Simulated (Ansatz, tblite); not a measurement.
Potential energy curve for Re(O)3(OH), SMILES [O]=[Re](=[O])(=[O])[OH] (HO4Re). The Re1–O6 bond (Re1 also carries O, O, O; O6 carries nothing else) is varied alone, starting from the PBE0/def2-TZVP, def2 effective core potentials past Kr optimised geometry.

```
6

Re     0.0000     0.0000     0.0000
O      1.4257    -0.7425    -0.5348
O      0.0000     1.6076    -0.5345
O     -1.4592    -0.8855    -0.6373
H     -2.2238    -1.3472    -0.9688
O      0.0000     0.0000     1.6939
```

Levels: RKS-PBE0 = restricted PBE0/def2-TZVP, def2 effective core potentials past Kr run with Ansatz (a quantum-chemistry and plane-wave program); GFN2-xTB, 300 K electronic temperature (tblite); UKS-PBE0 = Ansatz with unrestricted PBE0/def2-TZVP, def2 effective core potentials past Kr.

Energies are in kcal/mol, each relative to the lowest point of its own curve near equilibrium.

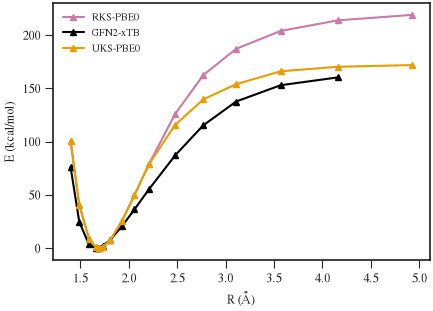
*Energy against bond length for each method.*

| R / Å | RKS-PBE0 | GFN2-xTB | UKS-PBE0 |
|---|---|---|---|
| 1.40 | 100.6 | 76.5 | 100.6 |
| 1.49 | 40.8 | 24.8 | 40.8 |
| 1.59 | 8.8 | 3.4 | 8.8 |
| 1.66 | 0.8 | 0.0 | 0.8 |
| 1.69 | 0.0 | 0.3 | 0.0 |
| 1.74 | 1.3 | 2.4 | 1.3 |
| 1.81 | 7.4 | 7.7 | 7.4 |
| 1.93 | 25.3 | 20.4 | 25.3 |
| 2.06 | 49.7 | 36.3 | 49.7 |
| 2.21 | 79.0 | 55.2 | 78.7 |
| 2.48 | 125.9 | 87.0 | 115.6 |
| 2.77 | 162.3 | 115.2 | 139.5 |
| 3.11 | 187.1 | 137.6 | 153.9 |
| 3.57 | 203.9 | 152.9 | 165.9 |
| 4.16 | 213.8 | 160.2 | 170.2 |
| 4.93 | 218.9 | — | 171.8 |

At the longest distance, 4.93 Å, RKS-PBE0 lies highest above its minimum (218.9 kcal/mol) and UKS-PBE0 lowest (171.8 kcal/mol).

Dashes: no converged value, or the column stops at the first point that the program doubted or that broke a chosen test of continuity, which isn't proof of a fault.

The restricted form behind RKS-PBE0 keeps the bonding electrons paired and can't separate into open-shell fragments. The unrestricted solution behind UKS-PBE0 changes between 2.48 and 2.77 Å and between 3.11 and 3.57 Å, which can leave a kink. The unrestricted determinant behind UKS-PBE0 is spin-contaminated at 2.21 to 4.93 Å (<S²> up to 1.7, against 0.00 for a pure singlet).
